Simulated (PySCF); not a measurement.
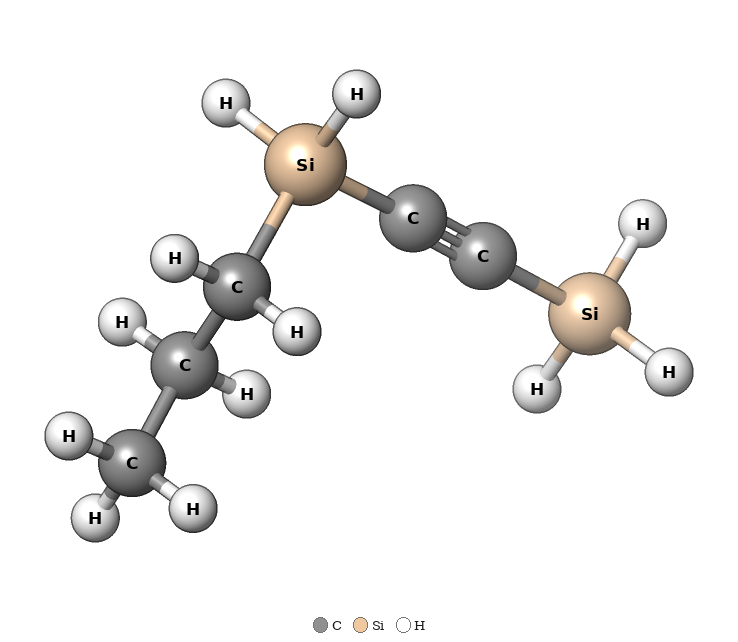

Rendered structure (ball-and-stick style).

The geometry was computed by an optimisation with GFN2-xTB. No frequency run is at hand to confirm it as a minimum.

Question: Which formula does it have?

Answer: C₅H₁₂Si₂, 19 atoms: 5 carbon, 12 hydrogen and 2 silicon.

Question: Does it have rings?

Answer: It has no ring.

More results for the same structure follow; atom numbers are the same in all pictures, views and colours differ.

**Shape**

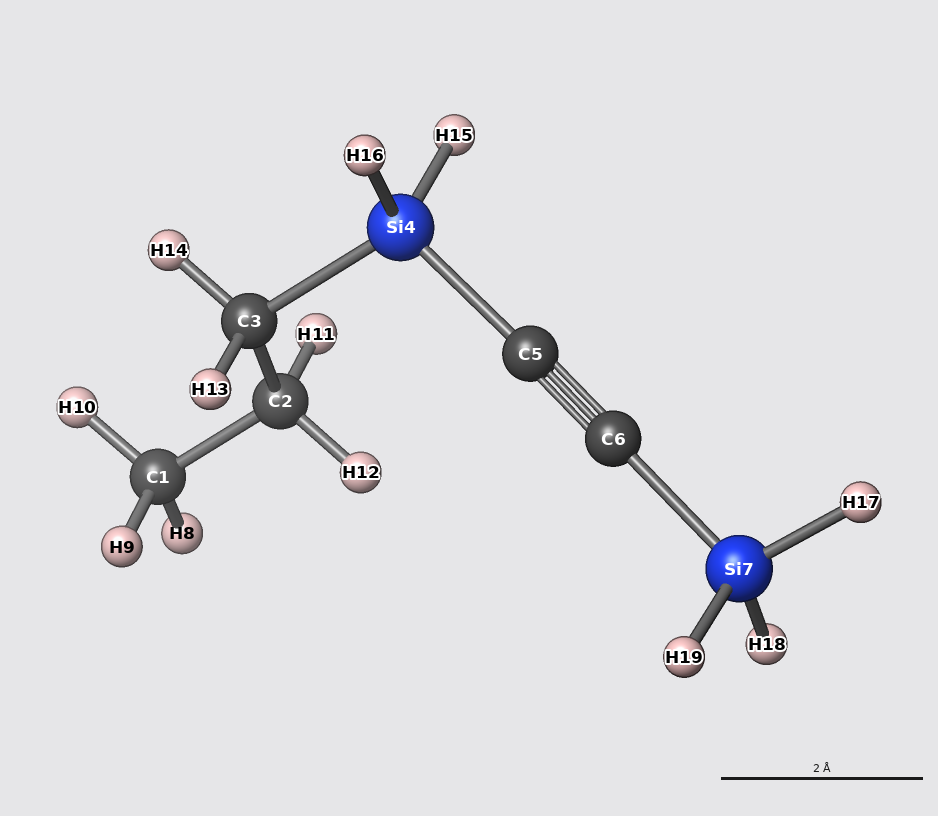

Numbered structure. No frequency run is at hand to confirm it as a minimum.

What are the angles C1–C2–H11, C2–C1–H10, C2–C3–H13, C3–C2–H11, C3–Si4–H15, Si4–C3–H13, Si4–C3–H14, Si4–C5–C6, C5–Si4–H15, C5–Si4–H16, C6–Si7–H17, C6–Si7–H19?

```tsv
angle	degrees
C1–C2–H11	109.1
C2–C1–H10	110.5
C2–C3–H13	108.7
C3–C2–H11	109.6
C3–Si4–H15	110.5
Si4–C3–H13	109.7
Si4–C3–H14	109.8
Si4–C5–C6	178.4
C5–Si4–H15	108.7
C5–Si4–H16	108.8
C6–Si7–H17	108.4
C6–Si7–H19	108.4
```

**Dipole moment**

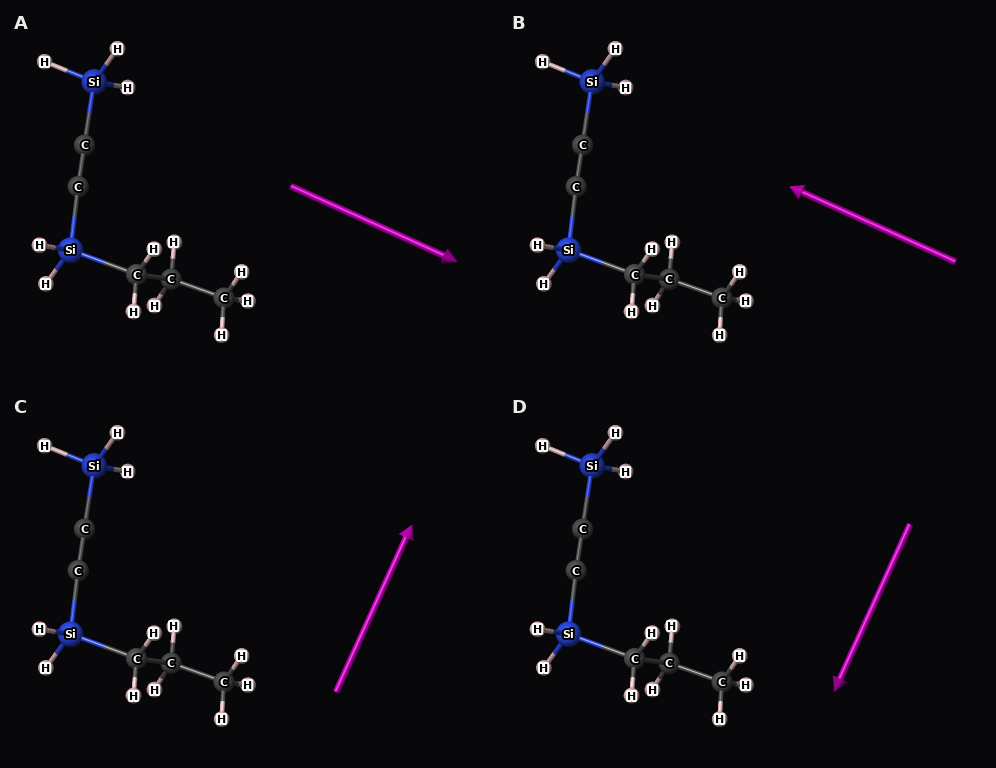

The same molecule four times, each with an arrow. No frequency run is at hand to confirm it as a minimum. Level of theory: PBE0/def2-SVPD, gas phase (PySCF 2.14.0).

Question: Which arrow points along the dipole moment, from the negative to the positive end?

Answer: A. The dipole moment is 0.74 D.

**Excitation**

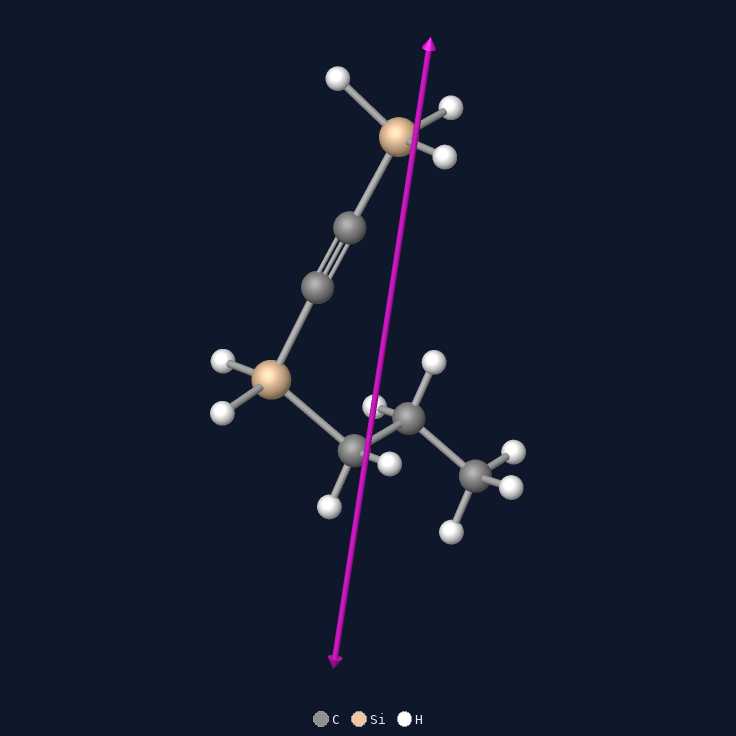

The double arrow shows the direction of the transition dipole to excited singlet state 4 (its length means nothing). No frequency run is at hand to confirm it as a minimum. Method: TDDFT PBE0/def2-SVPD, vertical, gas phase, core orbitals frozen in the response (PySCF 2.14.0).

Question: Give its energy, strength and character.

Answer: 7.13 eV (174 nm), oscillator strength 0.49, of mixed character, with the largest part HOMO−2 → LUMO (weight 0.39); transition dipole 4.26 D.

**Polarisability**

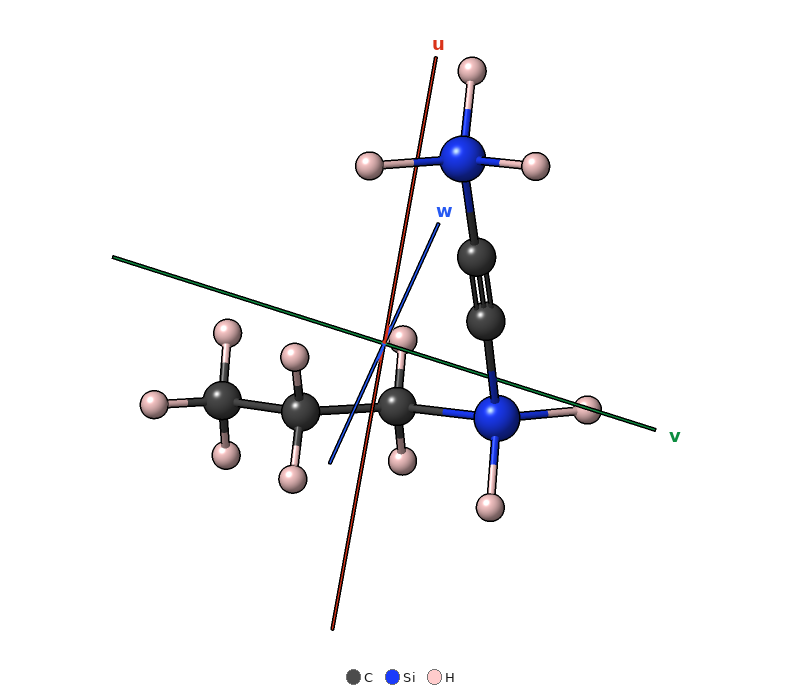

The lines u, v and w are the principal axes of the static dipole polarisability. No frequency run is at hand to confirm it as a minimum. Level of theory: PBE0/def2-SVPD (PySCF 2.14.0).

Question: Along which axis is the molecule most polarisable, and along which least?

Answer: Most along u, least along w.

Question: Give the three principal values.

Answer: u 148.3, v 109.6, w 91.6 bohr³; mean 116.5, anisotropy 50.2 bohr³.

The geometry is semi-empirical. Around Si such bond lengths and angles can be off by a tenth of an ångström or more and by several degrees, and values that hang on the shape move with them.
